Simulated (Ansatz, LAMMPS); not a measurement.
# Force difference against the radius of support functions in Zn2+ triflate in diglyme and dimethoxyethane and a fluorinated ether (TTE) at 300 K (108 atoms)

Density of this cell: 1.41 g/cm³. The cell holds 108 atoms: 26 C, 15 O, 42 H, 22 F, 2 S and 1 Zn. Cell: a = 11.049 Å, b = 11.049 Å, c = 11.049 Å, α = 90.0°, β = 90.0°, γ = 90.0°. 1 diglyme, 2 dimethoxyethane, 2 a fluorinated ether (TTE), 1 Zn2+, 2 triflate placed at random, at 1.41 g/cm³; overlaps pushed apart, then 10 ps at 550 K with divalent ions of Li, Roberts, Chakravorty and Merz (J. Chem. Theory Comput. 9, 2733 (2013)); MMFF94 bonds, angles, torsions, charges and radii (Halgren, J. Comput. Chem. 17, 490 (1996)) in harmonic and 12-6 forms; charges of ions scaled by 0.8. Snapshot after 30 ps at 300 K and fixed volume.

Calculated with Ansatz 0.2.0: Kohn-Sham DFT, PBE+D4, PAW (set soft_2), localised support functions (medium), with the radius typed; the reference is Kohn-Sham DFT, PBE+D4, PAW (set soft_2), plane waves, cutoff 750 eV, Γ point, fixed occupations, with an r.m.s. force component of 1.01 eV/Å.

| radius (Å) | r.m.s. force difference (meV/Å) | time |
| --- | --- | --- |
| 3.42 | 0.704 | 3.2 min |
| 3.7 | 0.58 | 3.8 min |
| 3.95 | 0.489 | 4.6 min |
| 4.23 | 0.42 | 5.8 min |
| 4.76 | ? | ? |
| 5.29 | 0.386 | 14 min |

**Question.** Fit a power law of the radius to the rows given and interpolate to the withheld row.

Worked fit:

A power law y = A x^b is a line in u = ln x and v = ln y.

| u = ln x | v = ln y |
| --- | --- |
| 1.22964 | -0.350977 |
| 1.30833 | -0.544727 |
| 1.37372 | -0.715393 |
| 1.44220 | -0.867501 |
| 1.66582 | -0.951918 |

With n = 5: mean u = 1.40394, mean v = -0.686103, Σ(u − ū)² = 0.11048, Σ(u − ū)(v − v̄) = -0.14760. Slope b = -0.14760 / 0.11048 = -1.3360; intercept a = v̄ − b ū = 1.1895.

At the withheld row u = 1.560, v = a + b u = -0.8949, and y = exp(v).

Prediction at 4.76: 0.4086 meV/Å. The run gave 0.392 meV/Å, so the fit is high by 0.017 meV/Å (4.2 % of the value).

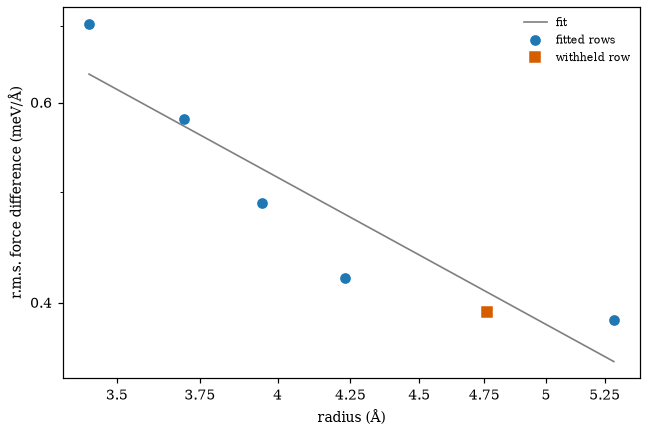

The fit, the rows that it rests on and the withheld row.

The fitted exponent is -1.3. Between neighbouring rows, the withheld one included, the exponents are -2.5, -2.6, -2.2, -0.58 and -0.15, so one power law doesn't hold over the range: the values level off at a floor. Among the rows given, the largest relative miss of the fit is at 4.23, by 0.058 meV/Å (14 %).

Limits: The difference holds the reference's own basis error, which sets a floor under it.

[Hosts, paths, dates, database ids (printed as entryN), source tags and the programs' standing remarks are cut or masked in the printed files.]

[The MMFF94 radii named for the starting cell were scaled by 0.96; in molecules described by MMFF94, hydrogen bound to N, O or S took a small fixed 12-6 site in their place.]
